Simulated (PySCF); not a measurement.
# wB97X-V/STO-3G run of AlH3F− (SMILES [H][Al-]([H])([H])[F])

What is the vertical ionisation energy of AlH3F− at wB97X-V/STO-3G? Input form: a Python script.

The results are computed with PySCF 2.14.0.

13 further runs of the same task are left out: 1 that didn't finish, 12 set aside as unsound or not needed.

**1. Starting point**

AlH3F−: 5 atoms, total charge -1, spin state singlet. SMILES: `[H][Al-]([H])([H])[F]`. The shape comes from GFN2-xTB, which is rough for such elements, and wasn't checked as a minimum.

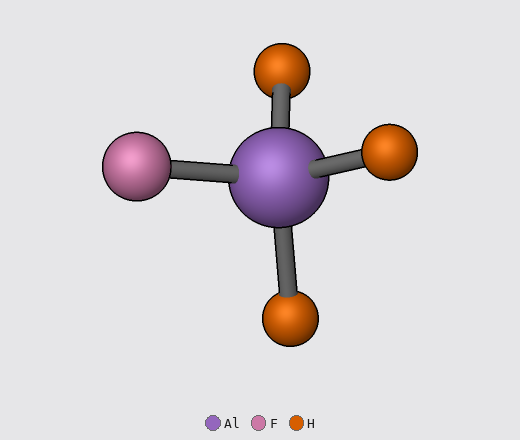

Viewed from a chosen angle; aluminium purple, fluorine pink, hydrogen orange.

**2. A single-point energy at wB97X-V/STO-3G**

Input file input.xyz:

```xyz
5
AlFH3
Al    -0.000570     0.000210    -0.037540
F      0.011440    -0.019350     1.657940
H      1.529880     0.011490    -0.550320
H     -0.774560     1.332620    -0.519830
H     -0.766190    -1.324970    -0.550240
```

Input file run.py:

```python
# [AlFH3]-
from pyscf import gto, dft

mol = gto.M(
    atom='input.xyz',
    charge=-1,
    spin=0,
    max_memory=1860,
    basis='sto-3g',
    verbose=4,
)

mf = dft.RKS(mol, xc='wb97x-v')
mf.grids.level = 5
mf.nlcgrids.level = 1
mf.conv_tol = 1e-10
mf.kernel()
if not mf.converged:
    mf = mf.newton().run(mf.mo_coeff, mf.mo_occ)

etot = mf.e_tot
print('Final energy', etot)
```

Launch:

```console
OMP_NUM_THREADS=1 python run.py
```

Log:

```text
PySCF version 2.14.0

[... 80 lines left out ...]
converged SCF energy = -339.521655455396
Final energy -339.52165545539634
```

Wall time 12 s (1 thread of Arm Neoverse V2, shared host); peak memory 0.19 GiB.

**3. Doublet neutral AlH3F**

Input file geometry.xyz:

```xyz
5
AlFH3
Al    -0.000570     0.000210    -0.037540
F      0.011440    -0.019350     1.657940
H      1.529880     0.011490    -0.550320
H     -0.774560     1.332620    -0.519830
H     -0.766190    -1.324970    -0.550240
```

Input file calc.py:

```python
from pyscf import gto, dft

mol = gto.Mole()
mol.atom = 'geometry.xyz'
mol.basis = 'sto-3g'
mol.max_memory = 1860
mol.spin = 1
mol.verbose = 3
mol.build()

calc0 = dft.UKS(mol)
calc0.xc = 'wb97x-v'
calc0.nlcgrids.level = 1
calc0.conv_tol = 1e-10
calc0.grids.level = 5
calc0.kernel()
if not calc0.converged:
    calc0 = calc0.newton().run(calc0.mo_coeff, calc0.mo_occ)

e_tot = calc0.e_tot
print('E(%s) = %.9f' % ('WB97X-V', e_tot))
```

Launch:

```console
OMP_NUM_THREADS=1 python calc.py
```

Log:

```text
WARN: HOMO -0.324210854384625 >= LUMO -0.324210854384626

converged SCF energy = -339.524318201694  <S^2> = 0.76085714  2S+1 = 2.0108278
E(WB97X-V) = -339.524318202
```

Run time: 31 s. Hardware: 1 thread of Arm Neoverse V2, shared host; peak memory 0.19 GiB.

**4. Outcome**

At wB97X-V/STO-3G:

| quantity | value |
| --- | --- |
| singlet AlH3F−: total energy | -339.52166 Eh |
| singlet AlH3F−: HOMO energy | 1.75 eV |
| singlet AlH3F−: LUMO energy | 19.90 eV |
| singlet AlH3F−: HOMO–LUMO gap (to an unbound level, set by the basis) | 18.14 eV |
| doublet neutral AlH3F: total energy | -339.52432 Eh |
| doublet neutral AlH3F: dipole moment | 1.59 D |
| doublet neutral AlH3F: HOMO energy (highest over α and β) | -7.21 eV |
| doublet neutral AlH3F: LUMO energy (lowest over α and β) | -1.28 eV |
| doublet neutral AlH3F: ⟨S²⟩ | 0.761 |
| vertical detachment energy (to the doublet neutral) | -0.072 eV |

The species is unbound against losing an electron at this level, by 0.07 eV (−1.7 kcal/mol); missing correlation or diffuse functions can give that sign where the real anion is bound. In a minimal basis such a difference can be off by several eV, whatever the method. The HOMO (singlet AlH3F−) lies at positive energy, 1.75 eV; only total energies tell whether the electron is bound.
